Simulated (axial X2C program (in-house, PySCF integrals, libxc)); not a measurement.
# SrH⁺: from the state search to constants

What are the state, bond length, wavenumber and bond energy of SrH⁺, and what does spin–orbit coupling change?

Method: all-electron X2C, Sr dyall-cv3z, H dyall-v3z; program: an in-house X2C program for linear molecules on PySCF integrals.

All values are calculated.

### 1 The job

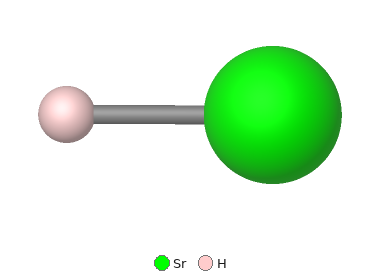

The two atoms at 2.170 Å (strontium green, hydrogen pink).

Input file task.json:

```json
{"zs": [38, 1], "q": 1, "bas": ["dyall-cv3z", "dyall-v3z"], "levels": ["PBE0", "HF", "B3LYP"], "cc": true, "r0": 2.17, "thr": -2.0, "nmax": 90, "npts": 10, "nst": 2, "ntry": 6}
```

Keys: zs atomic numbers; q charge; bas basis sets; levels methods (HF also brings MP2); cc coupled cluster on or off; r0 starting distance in Å; thr threshold in hartree for freezing inner shells (an s shell follows its p shell); nmax most natural virtual spinors; npts points asked for on the curve; nst determinants followed; ntry starts of the search.

Run with:

```sh
python so2c.py task.json out
```

Spin-free means the one-electron spin-free X2C Hamiltonian; two-component (2c) means X2C with spin–orbit coupling and atomic mean-field two-electron Coulomb and Gaunt terms. Basis: Sr dyall-cv3z contracted to [13s12p8d5f1g], H dyall-v3z contracted to [6s2p1d]; Gaussian nuclei, density fitting. Masses: Sr 87.906 u, H 1.008 u.

Notation: σ, π±, δ± give the projection m of an orbital's angular momentum (0, ±1, ±2), α and β its spin, Λ and M_S the sums; ω is the projection of a spinor's total angular momentum and Ω the sum. Logs are in hartree.

Further steps of the session: PBE0, spin-free; HF, spin-free; B3LYP, spin-free; MP2 and beyond, spin-free; PBE0, 2c; HF, 2c; B3LYP, 2c; MP2 and beyond, 2c.

Before running it: what results should come out? Wanted: for each run, Hamiltonian; Re; ωe; De; μ.

The runs gave:

Lowest determinant that the search found at its distance, spin-free: M_S = 0, Λ = 0 (closed shell).

Lowest determinant that the search found at its distance, 2c: Ω = 0 (closed shell).

| Hamiltonian | level | Re (Å) | ωe (cm⁻¹) | De (eV) | μ (D) |
| --- | --- | --- | --- | --- | --- |
| spin-free | PBE0 | 2.019 | 1429 | 2.17 | -4.95 |
| spin-free | HF | 2.065 | 1425 | 1.24 | -6.15 |
| spin-free | MP2 | 2.023 | 1456 | 1.88 | n/a |
| spin-free | CCSD | 2.040 | 1414 | 2.09 | n/a |
| spin-free | CCSD(T) | 2.039 | 1409 | 2.10 | n/a |
| spin-free | B3LYP | 2.030 | 1410 | 2.21 | -4.84 |
| 2c | PBE0 | 2.019 | 1429 | 2.17 | -4.94 |
| 2c | HF | 2.065 | 1425 | 1.24 | -6.14 |
| 2c | MP2 | 2.022 | 1456 | 1.88 | n/a |
| 2c | CCSD | 2.039 | 1414 | 2.09 | n/a |
| 2c | CCSD(T) | 2.039 | 1409 | 2.10 | n/a |
| 2c | B3LYP | 2.029 | 1410 | 2.21 | -4.83 |

Dipoles are positive if H is the positive end and refer to the centre of mass.

**Reading.** At CCSD(T), going from spin-free to two-component changes Re by 0 mÅ, ωe by 0.0 %, which is small (part of it comes from the scalar share of the two-electron terms). De moves by 0.00 eV; both De rest on single-determinant atoms, which can miss part of an open shell's spin–orbit lowering.

De refers to Sr+ + H, each in the lowest determinant found, which need not be this curve's own limit. The state is a single determinant with fixed occupations, the lowest that a limited PBE0 search found. The closed shell is kept restricted; where the fragments are open shells, the energy then runs too high at long range. Dissociation energies refer to the lowest single-determinant-based atoms at the same level and basis. CCSD and (T) use frozen natural virtuals with an MP2 correction for the truncation.
